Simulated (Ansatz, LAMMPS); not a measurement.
# A vacancy of Hg at several sites of amorphous Zn25Hg15S40 (80 atoms), part 2 of 5

At which site of amorphous Zn25Hg15S40 (80 atoms) does a vacancy of Hg cost least, and what about the site decides it?

Ansatz 0.2.0; Kohn-Sham DFT, RPBE, PAW (set soft_2), plane waves.

The cell: 25 Zn, 15 Hg and 40 S. The quench rate of 3 K/ps is many orders above laboratory rates. The network of bonds at the start is that of the classical potential that made the cell. Only the Γ point is sampled, in a cell whose shortest periodic width is 12 Å. The levels lack spin–orbit coupling.

So far. Step 2 (Single point at the start): The r.m.s. force at the start is 0.30 eV/Å.

### 3. Relaxation

With the cell held, the atoms are moved downhill towards a nearby minimum.

The input, input.yaml:

```yaml
crystal:
  lattice:
    - [12.1288, 0.0, 0.0]
    - [0.0, 12.1288, 0.0]
    - [0.0, 0.0, 12.1288]
  atoms:
    [... the 80 atom lines of step 2 ...]
kpoints:
  mp_grid: { grid: [1, 1, 1] }
hamiltonian:
  xc: rpbe
scf:
  occupations: { method: gaussian, width: 0.05 }
output:
  forces: true
relax:
  f_tol: 0.05
  max_steps: 120
```

Launch:

```bash
ansatz run input.yaml --threads 4 --pin off --max-ram 8192MiB --backend cpu --events-out ev --progress --plain --runs-dir out
```

Numbers of over 12 decimals in the logs are rounded to 6 here.

What it wrote:

```text
[...]
Crystal: 80 atoms, lattice volume = 1784.241 Å³
Basis set: ecut = 420 eV, 34889 PW (Γ), exchange–correlation on 180×180×180 points (8 copies of the dense FFT grid, shifted against one another)
Bands: 504, of which v1, the nominal top of the filled ones, is band 420 counted from 1 (419 counted from 0)
Symmetry: 1 space group operations
[...]
k-points: 1
[...]
SCF iter   1: F=—  HF=-326780.374406 eV  |F-HF|=—  |Δ(HF+E_count)|=         —  Δρ=5.54e-3  dr2=1.39e0  ethr=1.77e-3  ⟨swp⟩=6.0  Hψ=1817  notcnv=0  defer=26
[...]
SCF iter  12: F=-326780.232261 eV  HF=-326780.232310 eV  |F-HF|=4.96e-5  |Δ(HF+E_count)|=   4.98e-6  Δρ=3.61e-5  dr2=5.46e-5  ethr=7.44e-9  ⟨swp⟩=3.0  Hψ=1266  notcnv=0
SCF 1 converged in 12 iterations: F = -326780.232261 eV  dr2 = 5.46e-5
[...]
relax step   1: F+E_penalty+E_count = -326780.23226066 eV  Δ(F+E_penalty+E_count) = +0.000e0 eV  max|allowed force component| = 9.746e-1 eV/Å  Δτ_max = 0.0000 Å  (12 SCF iters, dr2 threshold 6.25e-5 eV, accepted)
[...]
relax step   2: F+E_penalty+E_count = -326781.74360251 eV  Δ(F+E_penalty+E_count) = -1.511e0 eV  max|allowed force component| = 4.749e-1 eV/Å  Δτ_max = 0.1948 Å  (11 SCF iters, dr2 threshold 5.94e-5 eV, accepted)
[...]
relax step   3: F+E_penalty+E_count = -326782.65506796 eV  Δ(F+E_penalty+E_count) = -9.115e-1 eV  max|allowed force component| = 3.496e-1 eV/Å  Δτ_max = 0.1988 Å  (14 SCF iters, dr2 threshold 1.41e-5 eV, accepted)
relax step   4: F+E_penalty+E_count = -326783.25321955 eV  Δ(F+E_penalty+E_count) = -5.982e-1 eV  max|allowed force component| = 7.248e-1 eV/Å  Δτ_max = 0.2000 Å  (11 SCF iters, dr2 threshold 2.90e-5 eV, accepted)
relax step   5: F+E_penalty+E_count = -326783.89482289 eV  Δ(F+E_penalty+E_count) = -6.416e-1 eV  max|allowed force component| = 5.007e-1 eV/Å  Δτ_max = 0.1948 Å  (7 SCF iters, dr2 threshold 1.00e-4 eV, accepted)
relax step   6: F+E_penalty+E_count = -326783.90240315 eV  Δ(F+E_penalty+E_count) = -7.580e-3 eV  max|allowed force component| = 3.764e0 eV/Å  Δτ_max = 0.1950 Å  (7 SCF iters, dr2 threshold 1.00e-4 eV, accepted)
relax step   7: F+E_penalty+E_count = -326784.41335576 eV  Δ(F+E_penalty+E_count) = -5.110e-1 eV  max|allowed force component| = 2.427e-1 eV/Å  Δτ_max = 0.1686 Å  (7 SCF iters, dr2 threshold 1.00e-4 eV, accepted)
relax step   8: F+E_penalty+E_count = -326784.60845869 eV  Δ(F+E_penalty+E_count) = -1.951e-1 eV  max|allowed force component| = 1.612e-1 eV/Å  Δτ_max = 0.2000 Å  (8 SCF iters, dr2 threshold 3.68e-6 eV, accepted)
relax step   9: F+E_penalty+E_count = -326784.73885711 eV  Δ(F+E_penalty+E_count) = -1.304e-1 eV  max|allowed force component| = 1.575e-1 eV/Å  Δτ_max = 0.1903 Å  (11 SCF iters, accepted)
relax step  10: F+E_penalty+E_count = -326784.80114095 eV  Δ(F+E_penalty+E_count) = -6.228e-2 eV  max|allowed force component| = 2.522e-1 eV/Å  Δτ_max = 0.1753 Å  (7 SCF iters, dr2 threshold 1.10e-5 eV, accepted)
relax step  11: F+E_penalty+E_count = -326784.89306216 eV  Δ(F+E_penalty+E_count) = -9.192e-2 eV  max|allowed force component| = 2.521e-1 eV/Å  Δτ_max = 0.1182 Å  (6 SCF iters, dr2 threshold 6.07e-5 eV, accepted)
relax step  12: F+E_penalty+E_count = -326785.01334315 eV  Δ(F+E_penalty+E_count) = -1.203e-1 eV  max|allowed force component| = 1.969e-1 eV/Å  Δτ_max = 0.1745 Å  (6 SCF iters, dr2 threshold 6.35e-5 eV, accepted)
relax step  13: F+E_penalty+E_count = -326785.06635134 eV  Δ(F+E_penalty+E_count) = -5.301e-2 eV  max|allowed force component| = 2.400e-1 eV/Å  Δτ_max = 0.1921 Å  (7 SCF iters, dr2 threshold 2.36e-5 eV, accepted)
relax step  14: F+E_penalty+E_count = -326785.14477634 eV  Δ(F+E_penalty+E_count) = -7.843e-2 eV  max|allowed force component| = 1.310e-1 eV/Å  Δτ_max = 0.2000 Å  (7 SCF iters, dr2 threshold 3.51e-5 eV, accepted)
relax step  15: F+E_penalty+E_count = -326785.19257744 eV  Δ(F+E_penalty+E_count) = -4.780e-2 eV  max|allowed force component| = 1.405e-1 eV/Å  Δτ_max = 0.1722 Å  (7 SCF iters, dr2 threshold 5.11e-6 eV, accepted)
relax step  16: F+E_penalty+E_count = -326785.24577365 eV  Δ(F+E_penalty+E_count) = -5.320e-2 eV  max|allowed force component| = 1.319e-1 eV/Å  Δτ_max = 0.1954 Å  (7 SCF iters, dr2 threshold 5.88e-6 eV, accepted)
relax step  17: F+E_penalty+E_count = -326785.28300596 eV  Δ(F+E_penalty+E_count) = -3.723e-2 eV  max|allowed force component| = 1.898e-1 eV/Å  Δτ_max = 0.1929 Å  (7 SCF iters, dr2 threshold 1.53e-5 eV, accepted)
relax step  18: F+E_penalty+E_count = -326785.33391213 eV  Δ(F+E_penalty+E_count) = -5.091e-2 eV  max|allowed force component| = 1.298e-1 eV/Å  Δτ_max = 0.1036 Å  (6 SCF iters, dr2 threshold 3.18e-5 eV, accepted)
relax step  19: F+E_penalty+E_count = -326785.42333355 eV  Δ(F+E_penalty+E_count) = -8.942e-2 eV  max|allowed force component| = 1.441e-1 eV/Å  Δτ_max = 0.2000 Å  (7 SCF iters, dr2 threshold 7.88e-6 eV, accepted)
relax step  20: F+E_penalty+E_count = -326785.52874871 eV  Δ(F+E_penalty+E_count) = -1.054e-1 eV  max|allowed force component| = 1.810e-1 eV/Å  Δτ_max = 0.1949 Å  (7 SCF iters, dr2 threshold 9.71e-6 eV, accepted)
relax step  21: F+E_penalty+E_count = -326785.62471977 eV  Δ(F+E_penalty+E_count) = -9.597e-2 eV  max|allowed force component| = 2.614e-1 eV/Å  Δτ_max = 0.1951 Å  (6 SCF iters, dr2 threshold 3.27e-5 eV, accepted)
relax step  22: F+E_penalty+E_count = -326785.71438221 eV  Δ(F+E_penalty+E_count) = -8.966e-2 eV  max|allowed force component| = 1.396e-1 eV/Å  Δτ_max = 0.2000 Å  (6 SCF iters, dr2 threshold 6.83e-5 eV, accepted)
relax step  23: F+E_penalty+E_count = -326785.74659433 eV  Δ(F+E_penalty+E_count) = -3.221e-2 eV  max|allowed force component| = 8.641e-2 eV/Å  Δτ_max = 0.1904 Å  (7 SCF iters, dr2 threshold 5.56e-6 eV, accepted)
relax step  24: F+E_penalty+E_count = -326785.71805432 eV  Δ(F+E_penalty+E_count) = +2.854e-2 eV  max|allowed force component| = 1.546e-1 eV/Å  Δτ_max = 0.2000 Å  (11 SCF iters, rejected (line search))
relax step  25: F+E_penalty+E_count = -326785.76533586 eV  Δ(F+E_penalty+E_count) = -1.874e-2 eV  max|allowed force component| = 4.164e-2 eV/Å  Δτ_max = 0.0824 Å  (10 SCF iters, accepted)
relax step  26: F+E_penalty+E_count = -326785.76713296 eV  Δ(F+E_penalty+E_count) = -1.797e-3 eV  max|allowed force component| = 6.192e-2 eV/Å  Δτ_max = 0.0564 Å  (9 SCF iters, accepted)
relax step  27: F+E_penalty+E_count = -326785.74875465 eV  Δ(F+E_penalty+E_count) = +1.838e-2 eV  max|allowed force component| = 1.617e-1 eV/Å  Δτ_max = 0.1271 Å  (10 SCF iters, rejected (line search))
[...]
relax step  28: F+E_penalty+E_count = -326785.77216824 eV  Δ(F+E_penalty+E_count) = -5.035e-3 eV  max|allowed force component| = 1.580e-2 eV/Å  Δτ_max = 0.0287 Å  (9 SCF iters, accepted)
SCF converged after 9 iterations
Free energy (F): -326785.772168 eV
[...]
Internal energy: -326785.772168 eV  (E = F + TS)
E sigma→0 (E₀):  -326785.772168 eV
Fermi energy:    7.426657 eV
[...]
--- Forces (eV/Å), atoms counted from 1 ---
  atom   1  Zn     0.00367027     0.00503611    -0.00656272
  atom   2  Zn     0.00010319    -0.00317232    -0.00068288
  atom   3  Zn     0.00203231    -0.00104628    -0.00058034
  atom   4  Zn     0.00165062    -0.00158512     0.00035399
  atom   5  Zn     0.00237419     0.01007334    -0.00116725
  atom   6  Zn     0.00213731     0.00386465     0.00036287
  atom   7  Zn    -0.00470351     0.00351595     0.00198045
  atom   8  Zn     0.00014395     0.00267604    -0.00191553
  atom   9  Zn     0.00074099     0.00545507    -0.00458215
  atom  10  Zn     0.00354973     0.00181097     0.00358346
  atom  11  Zn     0.00083462    -0.00253127     0.00097254
  atom  12  Zn     0.00303279    -0.00002558    -0.00131394
  atom  13  Zn    -0.00394563    -0.00117103     0.00821868
  atom  14  Zn    -0.00109912    -0.00330145    -0.00261229
[...]
atom  79  S     -0.00720569    -0.00140760    -0.00177799
  atom  80  S     -0.00269401     0.00295561     0.00062607
  max |Σ_I F_I| component: 5.29e-5 eV/Å
--- Relaxed structure (28 steps of the walk, 26 accepted, 0 SCFs on fresh bases) ---
  F+E_penalty+E_count = -326785.77216824 eV   max|allowed force component| = 1.580e-2 eV/Å
  atoms:
    - { symbol: Zn, position: [0.271389, 0.422429, 0.327663] }
    - { symbol: Zn, position: [0.238923, 0.655942, 0.507349] }
    - { symbol: Zn, position: [0.966032, 0.548299, 0.331447] }
    - { symbol: Zn, position: [0.453419, 0.211345, 0.902350] }
[...]
- { symbol: S, position: [0.456175, 0.825061, 0.833335] }
```

Elapsed: 4.1 min, on 4 threads of Intel Xeon 6975P-C (Granite Rapids), shared host; peak memory 2.9 GiB.

The relaxation converged after 28 steps, 5.54 eV below its start, with a largest force component of 0.016 eV/Å.

### 4. Single point at the relaxed geometry

The electronic structure is read at the final geometry, in a run of its own.

The input, input.yaml:

```yaml
crystal:
  lattice:
    - [12.1288, 0.0, 0.0]
    - [0.0, 12.1288, 0.0]
    - [0.0, 0.0, 12.1288]
  atoms:
    - { symbol: Zn, position: [0.27139, 0.42243, 0.32766] }
    - { symbol: Zn, position: [0.23892, 0.65594, 0.50735] }
    - { symbol: Zn, position: [0.96603, 0.5483, 0.33145] }
    - { symbol: Zn, position: [0.45342, 0.21135, 0.90235] }
    - { symbol: Zn, position: [0.64945, 0.09292, 0.74355] }
    - { symbol: Zn, position: [0.06552, 0.05733, 0.95175] }
    [... 68 atom lines left out ...]
    - { symbol: S, position: [0.95727, 0.17193, 0.84396] }
    - { symbol: S, position: [0.71835, 0.90131, 0.79039] }
    - { symbol: S, position: [0.81139, 0.04283, 0.0925] }
    - { symbol: S, position: [0.05763, 0.92462, 0.31398] }
    - { symbol: S, position: [0.63777, 0.23807, 0.8686] }
    - { symbol: S, position: [0.45617, 0.82506, 0.83333] }
kpoints:
  mp_grid: { grid: [1, 1, 1] }
hamiltonian:
  xc: rpbe
scf:
  occupations: { method: gaussian, width: 0.05 }
output:
  forces: true
  stress: true
  populations: true
  dos:
    method: { smearing: { sigma: 0.1 } }
    de: 0.1
    projected: { site_lists: { Hg: [Hg], S: [S], Zn: [Zn] } }
  eigenvalues: true
  write_density: true
  write_potential: true
  volumetric_format: npy
  elf: true
```

What it wrote:

```text
[...]
Crystal: 80 atoms, lattice volume = 1784.241 Å³
Basis set: ecut = 420 eV, 34889 PW (Γ), exchange–correlation on 180×180×180 points (8 copies of the dense FFT grid, shifted against one another)
Bands: 504, of which v1, the nominal top of the filled ones, is band 420 counted from 1 (419 counted from 0)
Symmetry: 1 space group operations
[...]
k-points: 1
[...]
SCF iter   1: F=—  HF=-326785.829536 eV  |F-HF|=—  |Δ(HF+E_count)|=         —  Δρ=4.09e-3  dr2=3.58e-1  ethr=1.77e-3  ⟨swp⟩=6.0  Hψ=2060  notcnv=0  defer=20
[...]
SCF iter  11: F=-326785.772166 eV  HF=-326785.772166 eV  |F-HF|=1.68e-8  |Δ(HF+E_count)|=   7.77e-8  Δρ=2.05e-6  dr2=6.28e-8  ethr=1.19e-11  ⟨swp⟩=17.0  Hψ=4381  notcnv=0
SCF 1 converged in 11 iterations: F = -326785.772166 eV  dr2 = 6.28e-8
[...]
SCF converged after 11 iterations
Free energy (F): -326785.772166 eV
[...]
Internal energy: -326785.772166 eV  (E = F + TS)
E sigma→0 (E₀):  -326785.772166 eV
Fermi energy:    7.426711 eV
[...]
--- Forces (eV/Å), atoms counted from 1 ---
  atom   1  Zn     0.00327944     0.00476472    -0.00640698
  atom   2  Zn     0.00032143    -0.00279275    -0.00090470
  atom   3  Zn     0.00204962    -0.00085550    -0.00082235
  atom   4  Zn     0.00157766    -0.00188858     0.00054130
  atom   5  Zn     0.00247690     0.00981255    -0.00144682
  atom   6  Zn     0.00175807     0.00412756    -0.00017002
  atom   7  Zn    -0.00496762     0.00312155     0.00164957
  atom   8  Zn     0.00041484     0.00311176    -0.00203148
  atom   9  Zn     0.00085619     0.00586022    -0.00499431
  atom  10  Zn     0.00353955     0.00182316     0.00340124
  atom  11  Zn     0.00076847    -0.00239841     0.00095695
  atom  12  Zn     0.00307374     0.00011701    -0.00173570
  atom  13  Zn    -0.00439969    -0.00128800     0.00816058
  atom  14  Zn    -0.00110594    -0.00346357    -0.00252262
[...]
atom  79  S     -0.00688464    -0.00106526    -0.00161673
  atom  80  S     -0.00231594     0.00317647     0.00104308
  max |Σ_I F_I| component: 2.61e-5 eV/Å
--- Stress (GPa, compression-positive) ---
        3.599946       0.635085      -1.069538
        0.635085       3.560889       0.124275
       -1.069538       0.124275       2.359135
  P = ⅓ Tr σ = 3.1733 GPa (31.733 kbar)
--- Band table (eV) ---
[...]
--- Löwdin populations: 80 sites ---
  site symbol       q [e]
     0     Zn     10.7315
     1     Zn     10.7285
     2     Zn     10.7214
[...]
79      S      7.0029
  spilling = 0.009159 (of n_electrons = 840.000000)
```

Elapsed: 19 s, on 4 threads; peak memory 2.9 GiB.

The run gave:

```
free energy                                      : -326785.7722 eV
free energy per atom                             : -4084.8222 eV/atom
SCF cycles                                       : 11
pressure                                         : 3.173 GPa
r.m.s. force component                           : 0.00467 eV/Å
longest force                                    : 0.02109 eV/Å
Fermi energy                                     : 7.427 eV
gap (highest filled to lowest empty level) : 0.9484 eV
spilling of the projection                       : 0.009159
```

Löwdin charges by element (they lack the spilled electrons, 0.096 e an atom on average):

| element | coordination | atoms | mean charge (e) | spread | least | most |
| --- | --- | --- | --- | --- | --- | --- |
| Hg | all | 15 | 0.981 | 0.0899 | 0.688 | 1.07 |
| S | all | 40 | -0.967 | 0.141 | -1.09 | -0.399 |
| Zn | all | 25 | 1.27 | 0.0133 | 1.24 | 1.29 |

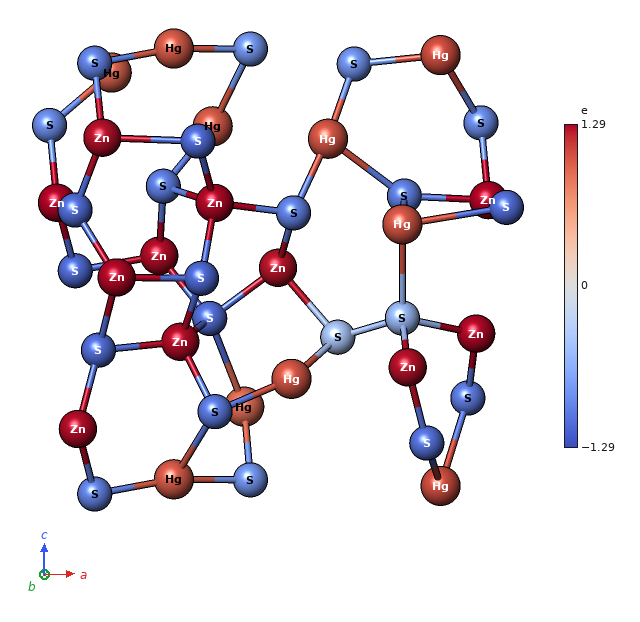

Atoms coloured by Löwdin charge. Drawn is a slice 6 Å thick, seen along the normal of the ac plane.

States in the cell by windows of 1 eV, zero at the Fermi level; the larger projections on atomic orbitals stand beside the total:

| from (eV) | to (eV) | total | Zn d | S p | Hg d | Zn s |
| --- | --- | --- | --- | --- | --- | --- |
| -10 | -9 | 0.0 | 0.0 | 0.0 | 0.0 | 0.0 |
| -9 | -8 | 2.6 | 0.1 | 0.5 | 1.8 | 0.0 |
| -8 | -7 | 149.2 | 69.6 | 15.1 | 60.9 | 1.4 |
| -7 | -6 | 248.2 | 163.5 | 8.0 | 72.6 | 1.1 |
| -6 | -5 | 35.8 | 4.0 | 17.3 | 3.6 | 5.0 |
| -5 | -4 | 36.5 | 2.7 | 20.8 | 2.6 | 3.6 |
| -4 | -3 | 38.9 | 2.1 | 29.8 | 1.5 | 1.6 |
| -3 | -2 | 66.7 | 3.2 | 57.0 | 1.9 | 0.6 |
| -2 | -1 | 52.5 | 2.1 | 45.6 | 1.7 | 0.3 |
| -1 | 0 | 9.6 | 0.2 | 7.7 | 0.3 | 0.2 |
| 0 | 1 | 5.1 | 0.0 | 2.0 | 0.1 | 0.3 |
| 1 | 2 | 20.0 | 0.1 | 7.6 | 0.3 | 1.7 |
| 2 | 3 | 24.3 | 0.1 | 6.4 | 0.2 | 6.0 |
| 3 | 4 | 38.2 | 0.1 | 6.7 | 0.1 | 9.8 |
| 4 | 5 | 39.2 | 0.1 | 4.0 | 0.1 | 5.1 |

Between -26 and -10 eV lie 80 more states.

The stored curve holds about 720 of the 840 electrons; the rest, give or take the few that broadening carries across the Fermi level, lie in deeper levels below its range.

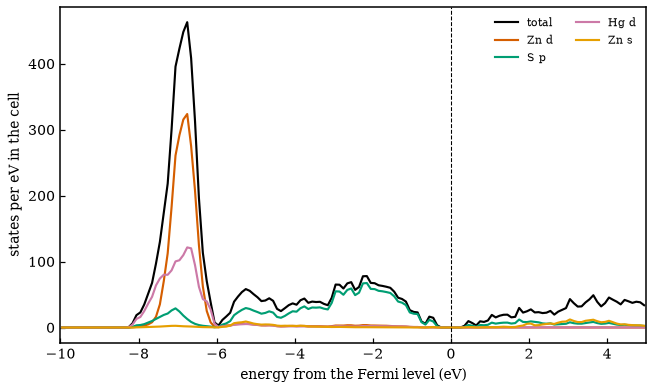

Total and projected density of states, with the broadening of the input.

The levels nearest the highest filled one (over half full), pooled over k-points and spins:

| level less the highest filled one (eV) | occupation |
| --- | --- |
| -0.631 | 2 |
| -0.482 | 2 |
| -0.424 | 2 |
| -0.351 | 2 |
| -0.0765 | 2 |
| 0 | 2 |
| 0.948 | 0 |
| 1.26 | 0 |
| 1.48 | 0 |
| 1.56 | 0 |
| 1.71 | 0 |
| 1.80 | 0 |

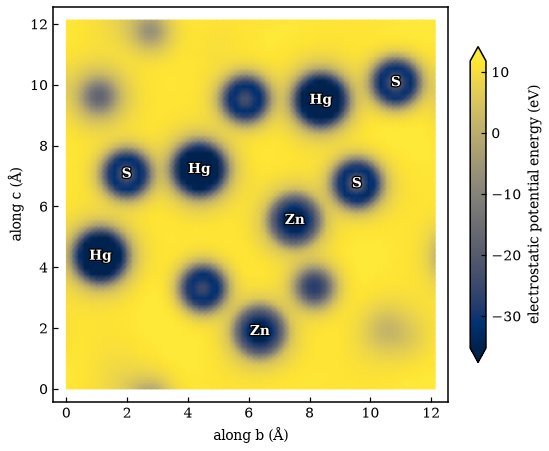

Electrostatic potential energy in the bc plane at fractional x = 0.789, with atoms of Zn and Hg and S within 0.2 Å of it. With pseudopotentials it is smooth inside the atoms' cores, unlike the true potential. The map starts off the cell's origin, so that atoms lie inside it.

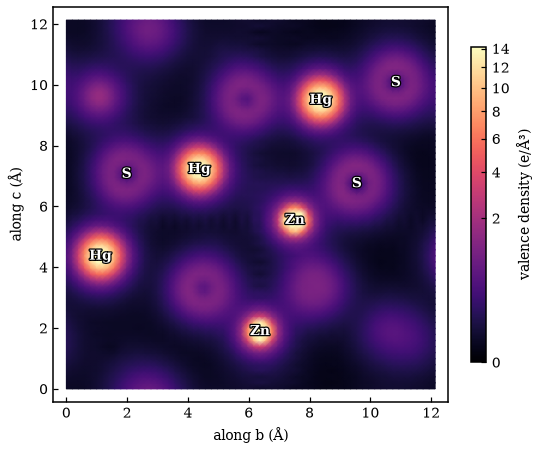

Valence density in the bc plane at fractional x = 0.789, with atoms of Zn and Hg and S within 0.2 Å of it. It is the smooth field of the valence electrons, not physical close to the nuclei. The map starts off the cell's origin, so that atoms lie inside it. The colour scale is stretched toward low values.

The highest filled and lowest empty levels differ by 0.948 eV (at Γ alone); a semilocal functional tends to put such gaps too low. In a disordered cell it changes from sample to sample, and tail or defect levels can set it. Mean Löwdin charges: Hg +0.98, S -0.97, Zn +1.27 e (they miss 0.92 % of the electrons, so they add up to more than the cell's charge).

(Continued in part 3 of 5.)

[Logs are printed without paths, hosts, clocks, repeated set-up lines and the standing remarks that a program may print on its own settings, such as how far it seeks lower states.]

[Hosts, paths, dates, database ids (printed as entryN), source tags and the programs' standing remarks are cut or masked in the printed files.]
